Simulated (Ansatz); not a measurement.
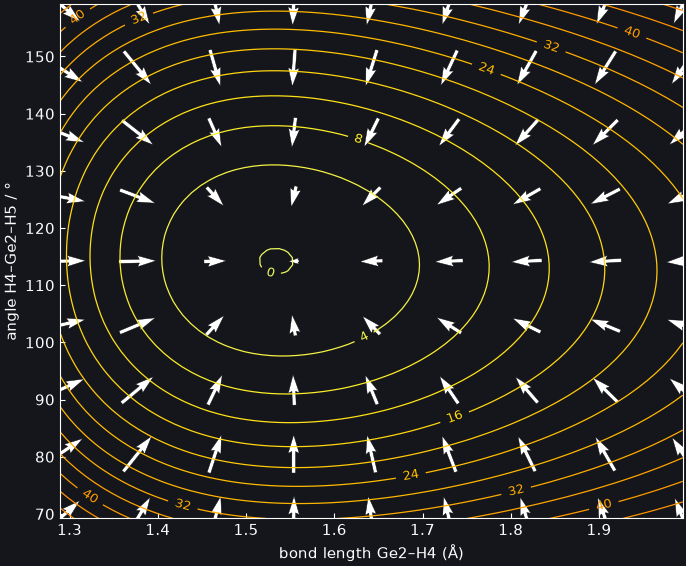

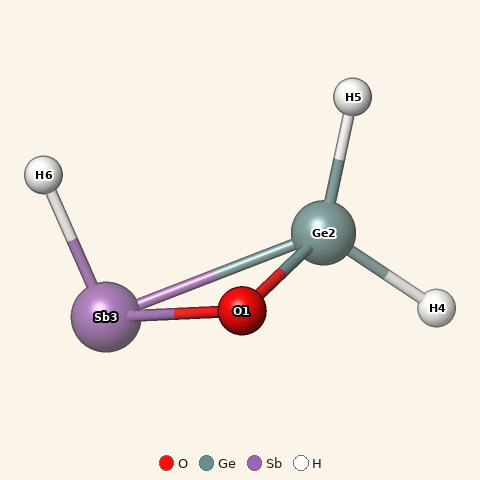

Energy landscape of GeH3OSb, SMILES [O]1[GeH2][SbH]1. The first coordinate is: bond length Ge2–H4; the second: angle H4–Ge2–H5. Nothing is relaxed (all other coordinates rigid). The scan uses a 9 × 9 grid. All energies are given in kcal/mol relative to the lowest grid point. All numbers below come from RKS PBE0-D4/def2-TZVP (Ansatz 0.2.0).

In the figure: contour lines labelled in kcal/mol, arrows along the force (downhill), their lengths compressed. Between grid points the surface is interpolated. The second picture is the structure at the lowest point.

What does the map say about the system?

Answer. The lowest grid point is at bond length Ge2–H4 = 1.554 Å, angle H4–Ge2–H5 = 114.2°. No other kind of well shows on this grid. The highest grid point, bond length Ge2–H4 = 1.289 Å, angle H4–Ge2–H5 = 69.2°, lies 50.7 kcal/mol above the lowest. Round the minimum the two coordinates are nearly uncoupled.

The whole map (81 points run) took 8.8 min on 1 thread of Arm Neoverse V2 (shared host).
